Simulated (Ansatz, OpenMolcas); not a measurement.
# How basis sets differ on BH3O2 (SMILES OBO)

BH3O2 has 6 atoms, charge 0, and is taken as a singlet. SMILES: `OBO`. The shape is that of a PBE0-D4/def2-TZVP optimisation. This is one conformer, not always the lowest.

Quantity: the HOMO–LUMO gap, in eV. The values are calculated.

```csv
level,kind,program,value (eV),CPU time
HF/ANO-RCC-MB (DKH2),Hartree–Fock,OpenMolcas,18.61,1.5 s
HF/ANO-S-MB,Hartree–Fock,OpenMolcas,17.62,2.5 s
HF/STO-3G,Hartree–Fock,Ansatz,19.82,0.07 s
HF/3-21G,Hartree–Fock,OpenMolcas,18.37,1.3 s
"HF/6-31G** (RICD fitting, Cartesian functions)",Hartree–Fock,OpenMolcas,18.61,1.1 s
HF/def2-TZVP,Hartree–Fock,OpenMolcas,16.54,14 s
```

The values span 16.54 to 19.82 eV. A Hartree–Fock LUMO above zero doesn't converge with the basis: it sinks as sets grow more diffuse. Orbital gaps aren't excitation energies. CPU times are rough (shared hosts, several kinds of processor and program).

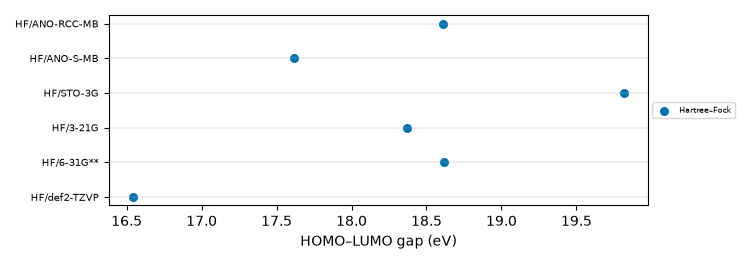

The values of the table, level by level.
